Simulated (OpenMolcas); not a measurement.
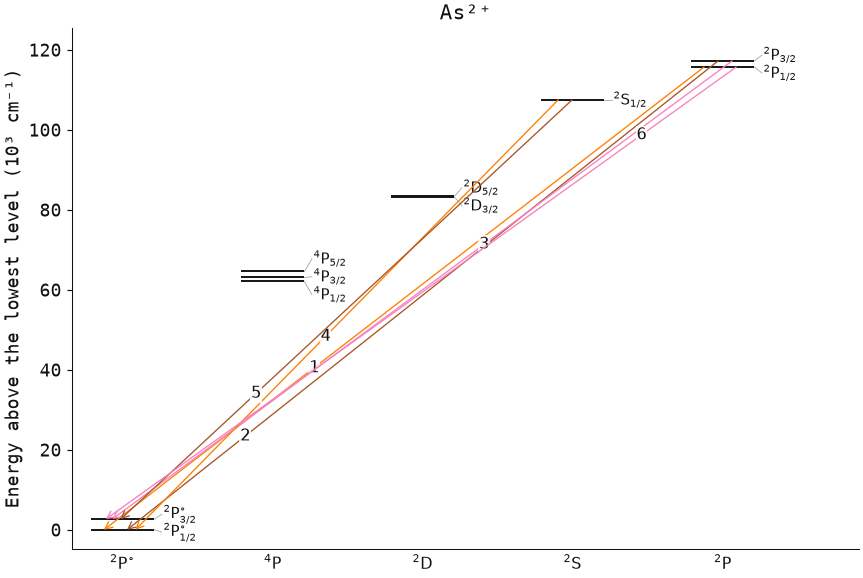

Levels of As²⁺ with 6 numbered transitions. Rates are at computed energies.

```
No.         Upper          Lower  Type  λ (vacuum)  A (s⁻¹)
  1  4s 4p² ²P₁/₂  4s² 4p ²P°₁/₂    E1     86.4 nm  4.8×10⁹
  2  4s 4p² ²P₃/₂  4s² 4p ²P°₁/₂    E1     85.3 nm  1.5×10⁹
  3  4s 4p² ²P₃/₂  4s² 4p ²P°₃/₂    E1     87.3 nm  7.0×10⁹
  4  4s 4p² ²S₁/₂  4s² 4p ²P°₁/₂    E1     93.0 nm  1.6×10⁹
  5  4s 4p² ²S₁/₂  4s² 4p ²P°₃/₂    E1     95.4 nm  1.0×10⁹
  6  4s 4p² ²P₁/₂  4s² 4p ²P°₃/₂    E1     88.5 nm  3.4×10⁹
```

Line 3 has the largest rate; it falls in the extreme ultraviolet region.

**Multiconfigurational calculation, with input and output: As²⁺**

As²⁺. Computed at this level: state-averaged MS-RASPT2, IPEA shift 0.25, imaginary shift 0.1 hartree, closed shells 3d correlated, active space 3 electrons in the shells 4s 4p 4d; RAS3 4d with at most 2 electrons, basis ANO-RCC-VTZP, DKH2 scalar Hamiltonian, spin-orbit coupling by RASSI with atomic mean-field integrals (OpenMolcas).

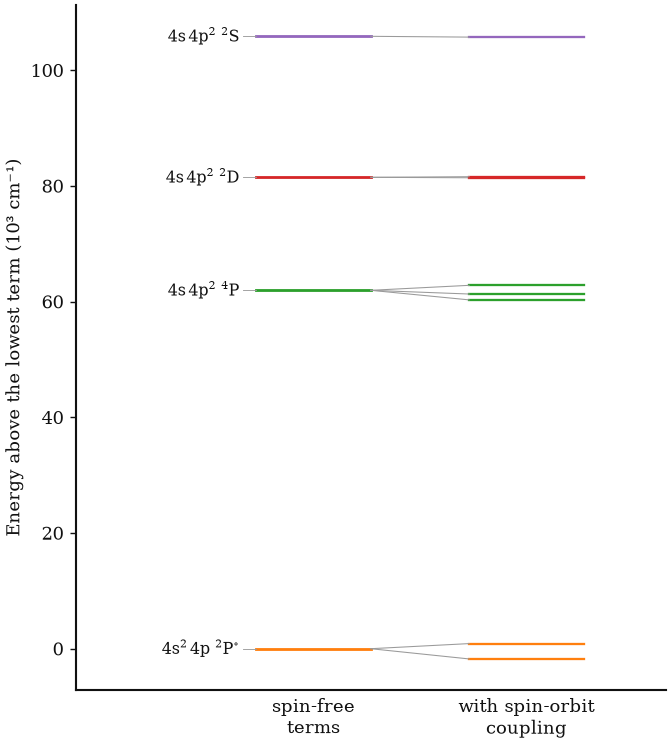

Terms of As²⁺ without and with spin-orbit coupling; the J values are left off. 4s² 4p ²P° (at 0) splits over 2,650 cm⁻¹ into J = 1/2, 3/2 from the bottom up (normal); 4s 4p² ⁴P (at 62,000 cm⁻¹) splits over 2,510 cm⁻¹ into J = 1/2, 3/2, 5/2 from the bottom up (normal); 4s 4p² ²D (at 81,500 cm⁻¹) splits over 183 cm⁻¹ into J = 3/2, 5/2 from the bottom up (normal); 4s 4p² ²S (at 106,000 cm⁻¹) gives the one level J = 1/2. The ground level lies 1,770 cm⁻¹ below the lowest term.

These pictures come from the run below.

## Input file
```
&GATEWAY
Coord
1

As 0.0 0.0 0.0
Basis=ANO-RCC-VTZP
Group=XYZ
NoMove
AngMom=0.0 0.0 0.0
AMFI
&SEWARD
&RASSCF
FileOrb=start.orb
Symmetry=2
Spin=4
nActEl=3 0 0
Inactive=8 6
Ras2=1 3
CIRoot=1 1 1
SDav=1
CIMx=300
Iter=120 100
PrWF=0.3
OrbListing=Nothing
MaxOrb=0
Atom
>>> COPY $Project.JobIph JOBPRE
&RASSCF
FileOrb=start.orb
Symmetry=2
Spin=4
nActEl=3 0 2
Inactive=8 6
Ras2=1 3
Ras3=5 0
CIRoot=1 1 1
SDav=46
CIMx=300
Iter=120 100
PrWF=0.3
OrbListing=Nothing
MaxOrb=0
Thrs=2.0e-7 1.0e-1 5.0e-4
Atom
>>> COPY $Project.JobIph JOB001
&RASSCF
FileOrb=start.orb
Symmetry=2
Spin=2
nActEl=3 0 2
Inactive=8 6
Ras2=1 3
Ras3=5 0
CIRoot=11 11 1
SDav=116
CIMx=300
Iter=120 100
PrWF=0.3
OrbListing=Nothing
MaxOrb=0
Thrs=2.0e-7 1.0e-1 5.0e-4
Atom
>>> COPY $Project.JobIph JOB002
&RASSCF
FileOrb=start.orb
Symmetry=1
Spin=4
nActEl=3 0 2
Inactive=8 6
Ras2=1 3
Ras3=5 0
CIRoot=3 3 1
SDav=28
CIMx=300
Iter=120 100
PrWF=0.3
OrbListing=Nothing
MaxOrb=0
Thrs=2.0e-7 1.0e-1 5.0e-4
Atom
>>> COPY $Project.JobIph JOB003
&RASSCF
FileOrb=start.orb
Symmetry=1
Spin=2
nActEl=3 0 2
Inactive=8 6
Ras2=1 3
Ras3=5 0
CIRoot=9 9 1
SDav=84
CIMx=300
Iter=120 100
PrWF=0.3
OrbListing=Nothing
MaxOrb=0
Thrs=2.0e-7 1.0e-1 5.0e-4
Atom
>>> COPY $Project.JobIph JOB004
&RASSI
NrOfJobIphs=4 1 11 3 9
1
1 2 3 4 5 6 7 8 9 10 11
1 2 3
1 2 3 4 5 6 7 8 9
IphNames
JOB001
JOB002
JOB003
JOB004
EJob
SpinOrbit
DIPRint=1.0
SOCoupling=1000.0
Subsets=2
MEES
Property=10
'ANGMOM' 1 'ANGMOM' 2 'ANGMOM' 3 'MLTPL  1' 1 'MLTPL  1' 2 'MLTPL  1' 3
'AMFI' 1 'AMFI' 2 'AMFI' 3 'MLTPL  2' 6
SOProperty=3
'ANGMOM' 1 'ANGMOM' 2 'ANGMOM' 3
>>> COPY JOB001 $Project.JobIph
&CASPT2
Multistate=1 1
Frozen=3 6
IPEA=0.25
Imaginary=0.1
MaxIter=60
WThr=0.0 0.3 0.05
PrWF=0.5
NoMix
>>> COPY JOB002 $Project.JobIph
&CASPT2
Multistate=11 1 2 3 4 5 6 7 8 9 10 11
Frozen=3 6
IPEA=0.25
Imaginary=0.1
MaxIter=60
WThr=0.0 0.3 0.05
PrWF=0.5
NoMix
>>> COPY JOB003 $Project.JobIph
&CASPT2
Multistate=3 1 2 3
Frozen=3 6
IPEA=0.25
Imaginary=0.1
MaxIter=60
WThr=0.0 0.3 0.05
PrWF=0.5
NoMix
>>> COPY JOB004 $Project.JobIph
&CASPT2
Multistate=9 1 2 3 4 5 6 7 8 9
Frozen=3 6
IPEA=0.25
Imaginary=0.1
MaxIter=60
WThr=0.0 0.3 0.05
PrWF=0.5
NoMix
```

The file start.orb holds starting orbitals from an earlier step. A driver script formed the levels outside the program, from RASSI's spin-orbit matrix and the CASPT2 energies (for multi-state variants, the effective Hamiltonian), averaged over the components of each term or state. The log and the time are those of the CASPT2 step.

## Output (extracts)
```
--- CASPT2 ---
Orbital specifications:
      -----------------------

      Symmetry species                           1   2
                                                ag  au
      Frozen orbitals                            3   6
      Inactive orbitals                          5   0
      Active orbitals                            6   3
      Secondary orbitals                         7  13
      Deleted orbitals                           0   0
      Number of basis functions                 21  22
Type of calculation                        SS-CASPT2
      Fock operator                              state-specific
      IPEA shift                                 0.25
      Real shift                                 0.00
      Imaginary shift                            0.10
      The input orbitals will be transformed to quasi-canonical
Reference energy:       -2257.2079061598
      E2 (Non-variational):      -0.0459280774
      Shift correction:          -0.0000259321
      E2 (Variational):          -0.0459540095
      Total energy:           -2257.2538601693
      Residual norm:              0.0000003220
      Reference weight:           0.99042
      Contributions to the CASPT2 correlation energy
      Active & Virtual Only:         -0.0030673261
      One Inactive Excited:          -0.0144391171
      Two Inactive Excited:          -0.0284216341
::    CASPT2 Root  1     Total energy:  -2257.25386017
--- CASPT2 ---
Orbital specifications:
      -----------------------

      Symmetry species                           1   2
                                                ag  au
      Frozen orbitals                            3   6
      Inactive orbitals                          5   0
      Active orbitals                            6   3
      Secondary orbitals                         7  13
      Deleted orbitals                           0   0
      Number of basis functions                 21  22
Type of calculation                        MS-CASPT2
      Fock operator                              state-specific
      IPEA shift                                 0.25
      Real shift                                 0.00
      Imaginary shift                            0.10
      The input orbitals will be transformed to quasi-canonical
Reference energy:       -2257.9763380655
      E2 (Non-variational):      -0.0579652335
      Shift correction:          -0.0000458659
      E2 (Variational):          -0.0580110994
      Total energy:           -2258.0343491650
      Residual norm:              0.0000000825
      Reference weight:           0.98642
      Contributions to the CASPT2 correlation energy
      Active & Virtual Only:         -0.0132950652
      One Inactive Excited:          -0.0154284774
      Two Inactive Excited:          -0.0292416909
Reference energy:       -2257.9763380655
      E2 (Non-variational):      -0.0579304528
      Shift correction:          -0.0000456046
      E2 (Variational):          -0.0579760574
      Total energy:           -2258.0343141229
      Residual norm:              0.0000000806
      Reference weight:           0.98645
      Contributions to the CASPT2 correlation energy
      Active & Virtual Only:         -0.0132602838
      One Inactive Excited:          -0.0154284779
      Two Inactive Excited:          -0.0292416911
::    CASPT2 Root  1     Total energy:  -2258.03434916
::    CASPT2 Root  2     Total energy:  -2258.03431412
::    CASPT2 Root  3     Total energy:  -2258.03431426
::    CASPT2 Root  4     Total energy:  -2257.30076188
::    CASPT2 Root  5     Total energy:  -2257.30075641
::    CASPT2 Root  6     Total energy:  -2257.30075590
::    CASPT2 Root  7     Total energy:  -2257.30075643
::    CASPT2 Root  8     Total energy:  -2257.30079018
::    CASPT2 Root  9     Total energy:  -2257.20371397
::    CASPT2 Root 10     Total energy:  -2257.20347691
::    CASPT2 Root 11     Total energy:  -2257.20364287
::    MS-CASPT2 Root  1     Total energy:  -2258.03451669
::    MS-CASPT2 Root  2     Total energy:  -2258.03448099
::    MS-CASPT2 Root  3     Total energy:  -2258.03447987
::    MS-CASPT2 Root  4     Total energy:  -2257.30079188
::    MS-CASPT2 Root  5     Total energy:  -2257.30076030
::    MS-CASPT2 Root  6     Total energy:  -2257.30075685
::    MS-CASPT2 Root  7     Total energy:  -2257.30075596
::    MS-CASPT2 Root  8     Total energy:  -2257.30075582
::    MS-CASPT2 Root  9     Total energy:  -2257.20354645
::    MS-CASPT2 Root 10     Total energy:  -2257.20347604
::    MS-CASPT2 Root 11     Total energy:  -2257.20331128
--- CASPT2 ---
Orbital specifications:
      -----------------------

      Symmetry species                           1   2
                                                ag  au
      Frozen orbitals                            3   6
      Inactive orbitals                          5   0
      Active orbitals                            6   3
      Secondary orbitals                         7  13
      Deleted orbitals                           0   0
      Number of basis functions                 21  22
Type of calculation                        MS-CASPT2
      Fock operator                              state-specific
      IPEA shift                                 0.25
      Real shift                                 0.00
      Imaginary shift                            0.10
      The input orbitals will be transformed to quasi-canonical
Reference energy:       -2257.7062546606
      E2 (Non-variational):      -0.0459098251
      Shift correction:          -0.0000220078
      E2 (Variational):          -0.0459318329
      Total energy:           -2257.7521864935
      Residual norm:              0.0000003497
      Reference weight:           0.99106
      Contributions to the CASPT2 correlation energy
      Active & Virtual Only:         -0.0031573056
      One Inactive Excited:          -0.0132053912
      Two Inactive Excited:          -0.0295471283
Reference energy:       -2257.7062546606
      E2 (Non-variational):      -0.0459098258
      Shift correction:          -0.0000220078
      E2 (Variational):          -0.0459318336
      Total energy:           -2257.7521864942
      Residual norm:              0.0000003497
      Reference weight:           0.99106
      Contributions to the CASPT2 correlation energy
      Active & Virtual Only:         -0.0031573062
      One Inactive Excited:          -0.0132053913
      Two Inactive Excited:          -0.0295471283
::    CASPT2 Root  1     Total energy:  -2257.75218649
::    CASPT2 Root  2     Total energy:  -2257.75218649
::    CASPT2 Root  3     Total energy:  -2257.75218915
::    MS-CASPT2 Root  1     Total energy:  -2257.75218915
::    MS-CASPT2 Root  2     Total energy:  -2257.75218649
::    MS-CASPT2 Root  3     Total energy:  -2257.75218649
--- CASPT2 ---
Orbital specifications:
      -----------------------

      Symmetry species                           1   2
                                                ag  au
      Frozen orbitals                            3   6
      Inactive orbitals                          5   0
      Active orbitals                            6   3
      Secondary orbitals                         7  13
      Deleted orbitals                           0   0
      Number of basis functions                 21  22
Type of calculation                        MS-CASPT2
      Fock operator                              state-specific
      IPEA shift                                 0.25
      Real shift                                 0.00
      Imaginary shift                            0.10
      The input orbitals will be transformed to quasi-canonical
Reference energy:       -2257.6071906831
      E2 (Non-variational):      -0.0558662343
      Shift correction:          -0.0001164858
      E2 (Variational):          -0.0559827201
      Total energy:           -2257.6631734031
      Residual norm:              0.0000001176
      Reference weight:           0.98228
      Contributions to the CASPT2 correlation energy
      Active & Virtual Only:         -0.0140775054
      One Inactive Excited:          -0.0129882960
      Two Inactive Excited:          -0.0288004329
Reference energy:       -2257.6071906831
      E2 (Non-variational):      -0.0558856750
      Shift correction:          -0.0001152038
      E2 (Variational):          -0.0560008788
      Total energy:           -2257.6631915618
      Residual norm:              0.0000001193
      Reference weight:           0.98230
      Contributions to the CASPT2 correlation energy
      Active & Virtual Only:         -0.0140853526
      One Inactive Excited:          -0.0129999512
      Two Inactive Excited:          -0.0288003712
::    CASPT2 Root  1     Total energy:  -2257.66317340
::    CASPT2 Root  2     Total energy:  -2257.66319156
::    CASPT2 Root  3     Total energy:  -2257.66318868
::    CASPT2 Root  4     Total energy:  -2257.66319158
::    CASPT2 Root  5     Total energy:  -2257.66319161
::    CASPT2 Root  6     Total energy:  -2257.55211387
::    CASPT2 Root  7     Total energy:  -2257.51127722
::    CASPT2 Root  8     Total energy:  -2257.51127714
::    CASPT2 Root  9     Total energy:  -2257.51127638
::    MS-CASPT2 Root  1     Total energy:  -2257.66319558
::    MS-CASPT2 Root  2     Total energy:  -2257.66319163
::    MS-CASPT2 Root  3     Total energy:  -2257.66318868
::    MS-CASPT2 Root  4     Total energy:  -2257.66318811
::    MS-CASPT2 Root  5     Total energy:  -2257.66317311
::    MS-CASPT2 Root  6     Total energy:  -2257.55211359
::    MS-CASPT2 Root  7     Total energy:  -2257.51127722
::    MS-CASPT2 Root  8     Total energy:  -2257.51127714
::    MS-CASPT2 Root  9     Total energy:  -2257.51127638
```

## Spin-orbit levels, grouped by J and assigned

| Configuration | Level | E (cm⁻¹) | LS purity (%) | Landé g |
| --- | --- | --- | --- | --- |
| 4s² 4p | ²P°₁/₂ | 0 | 100 | 0.666 |
| 4s² 4p | ²P°₃/₂ | 2,651 | 100 | 1.334 |
| 4s 4p² | ⁴P₁/₂ | 62,070 | 100 | 2.669 |
| 4s 4p² | ⁴P₃/₂ | 63,090 | 100 | 1.734 |
| 4s 4p² | ⁴P₅/₂ | 64,590 | 100 | 1.600 |
| 4s 4p² | ²D₃/₂ | 83,180 | 100 | 0.801 |
| 4s 4p² | ²D₅/₂ | 83,370 | 100 | 1.202 |
| 4s 4p² | ²S₁/₂ | 107,500 | 97 | 1.966 |
| 4s 4p² | ²P₁/₂ | 115,700 | 97 | 0.704 |
| 4s 4p² | ²P₃/₂ | 117,200 | 100 | 1.334 |

## Key numbers

```tsv
quantity	value
outcome	converged
lowest level	4s² 4p ²P°₁/₂
first excited level	4s² 4p ²P°₃/₂, 2,651 cm⁻¹ (measured: 2,940)
energy of the lowest spin-free term	−2258.03449 hartree
energy of the lowest spin-orbit level	−2258.04255 hartree
CASPT2 correlation energy	−0.0582 hartree
largest spread among components of a term	52.0 cm⁻¹
lowest reference weight	0.976
hardware	1 CPU thread, shared host
wall time	13 s
```

## Remarks

The components of ²P°, which symmetry makes degenerate, are split by 52 cm⁻¹ in CASPT2. This is an artefact; the levels of such states rest on averages and are uncertain by about as much. Caveats: extra active shells serve correlation only, their own levels not computed; only configurations of the active space are included.
